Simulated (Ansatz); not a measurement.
# Calculations on B$_{10}$P$_{11}$

## 1. Relaxation

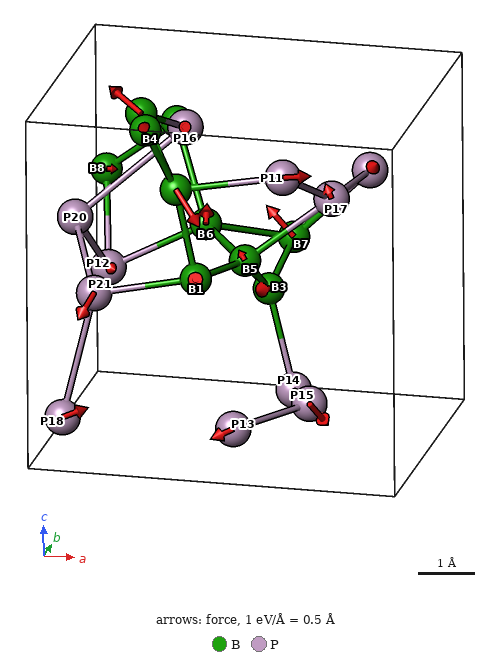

Starting geometry of an amorphous cell of composition B10P11 (coarse preliminary run) with the computed forces as red arrows. A ball-and-stick model of the cell of the calculation (origin shifted), seen slightly off an axis.

Case: the quenched liquid.

These are results of Ansatz, DFT PBE, scalar-relativistic, plane waves, PAW, not measurements. Settings: plane-wave cutoff 420 eV; k-point mesh 2 × 2 × 2; occupations gaussian; smearing width 0.1 eV; mesh shifted by (0.5, 0.5, 0.5); no spin polarisation; cell and atoms relaxed; force threshold 0.04 eV/Å; at most 70 steps.

### Is this structure relaxed? If not, where do the atoms go?

It isn't relaxed: the largest force vector, on a B atom, is 1.91 eV/Å. The final displacements have little in common with the starting forces (cosine between the two patterns 0.30). The energy falls by 174 meV per atom in 33 accepted moves (42 points after the start). Largest force component: 1.4 eV/Å at the start, 0.024 eV/Å at the end. The pressure goes from −1.66 to −0.02 GPa. The line search rejected the trial steps at points 5, 7, 15, 19, 23, 36, 38 of the run. The SCF was repeated twice at an unchanged geometry on a basis and grid sized afresh for the cell, which shifted the energy by 1.0 meV per atom at most. A B atom moves most relative to the cell: 1.84 Å roughly along [0 1 1]. Largest moves by element: B 1.84 Å, P 1.30 Å. The volume changes by −3.6 %, with a 6.738 → 6.560 Å (−2.6 %), b 6.605 → 6.399 Å (−3.1 %), c 6.544 → 6.808 Å (+4.0 %), α 92.0° → 82.9°, β 91.2° → 93.9°, γ 90.9° → 83.1°. Some distances before and after: B–B 3.673 → 1.921 Å, B–B 3.480 → 1.828 Å, B–B 1.805 → 3.140 Å, B–B 1.842 → 3.138 Å. New bonds form: B–B (3.48 → 1.83 Å), B–P (2.64 → 1.95 Å), B–P (3.12 → 2.01 Å), P–P (3.53 → 2.58 Å). Bonds break: B–B (1.84 → 3.14 Å). Among the angles between lasting bonds that change: B–B–B 58.1° → 122.0°, B–B–B 126.8° → 66.8°, B–B–P 112.0° → 57.4°.

Limits of the set-up: the k-point mesh is coarse for a cell with partly filled bands; the periodic images lie only 6.5 Å apart, so the values are limited by the cell's size.

## 2. Dynamics

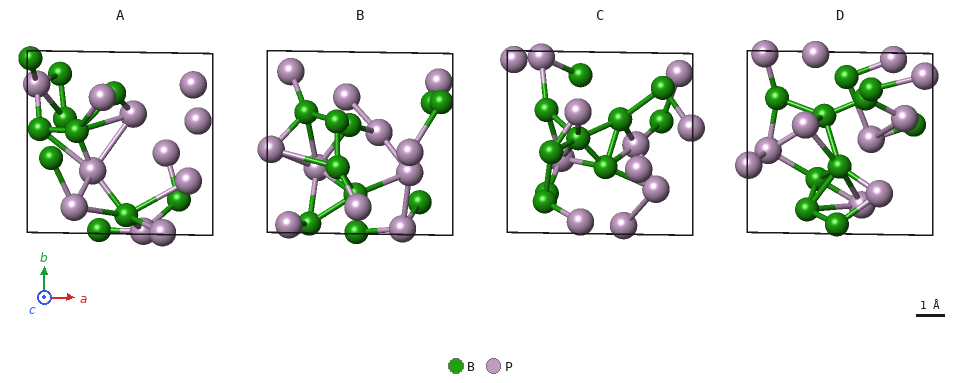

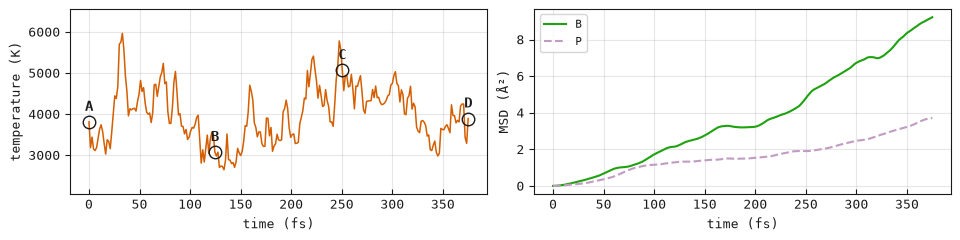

First-principles dynamics of an amorphous cell of composition B₁₀P₁₁ (21 atoms in the cell), 375 fs long. Frames (A at 0 fs, B at 124 fs, C at 250 fs, D at 375 fs) and the history of the run. Style: ball-and-stick. Shown: the simulation cell, along the c axis. Atoms that leave the cell re-enter on the other side. Bonds to atoms that aren't drawn are left out.

The calculation used Ansatz 0.2.0, DFT PBE, scalar-relativistic, plane waves, PAW. Set-up: plane-wave cutoff 420 eV; k-point mesh 1 × 1 × 1; Fermi-Dirac smearing 0.345 eV; set temperature 4000 K; time step 1.5 fs.

**What happens in this trajectory?**

The mean temperature in the second half is 4178 K (standard deviation 581 K). The potential energy in the second half lies on average 137 meV per atom below the first frame. The mean pressure there is 6.8 GPa. In the second half of the run the atoms are, in the root-mean-square, this far from where they began (common drift taken out): B 2.44 Å, P 1.53 Å. That is a large part of the typical shortest distance between atoms in the first frame, about 1.8 Å and still growing: the atoms leave their places as in a liquid. Bond changes: 9 B–B bonds break between 40 fs and 370 fs; 25 B–P bonds break between 40 fs and 362 fs; 4 B–P contacts open and close in turn; one P–P contact opens and closes in turn; 21 B–P bonds form between 44 fs and 344 fs.

Limits of the set-up: the periodic images lie only 6.5 Å apart, so the values are limited by the cell's size.

## 3. Dynamics

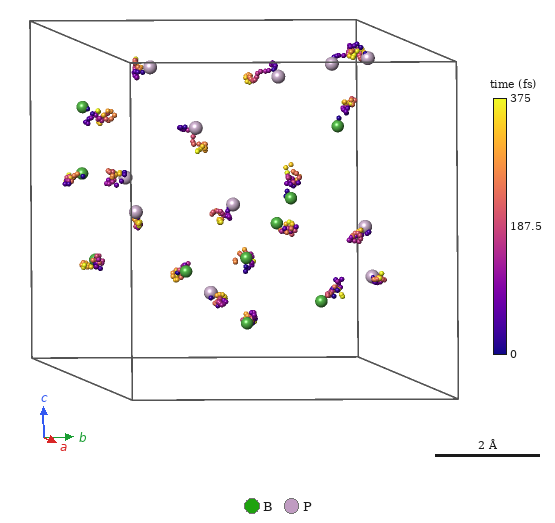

First-principles dynamics of an amorphous cell of composition B10P11 (21 atoms in the cell), 375 fs long. It starts from the last geometry of an earlier run, with fresh velocities. Dots mark each atom's position at evenly spaced times, coloured by time; spheres stand at the starting positions. Seen slightly off an axis in the simulation cell.

The calculation used DFT PBE, scalar-relativistic, plane waves, PAW (Ansatz 0.2.0). Settings: plane-wave cutoff 420 eV; k-point mesh 1 × 1 × 1; Fermi-Dirac smearing 0.05 eV; set temperature 300 K; time step 1.5 fs.

How do the atoms move?

Answer. Root-mean-square distances from the starting positions over the second half, with the common drift of all atoms taken out: P 0.45 Å, B 0.41 Å. Against the typical shortest distance between atoms in the first frame, about 1.9 Å these are large excursions, but over 375 fs one can't yet tell strong vibration from the start of diffusion. Bond changes: one B–B bond forms at about 268 fs; one B–P bond forms at about 282 fs; one P–P bond forms at about 375 fs.

Limits of the set-up: the periodic images lie only 6.5 Å apart, so the values are limited by the cell's size.
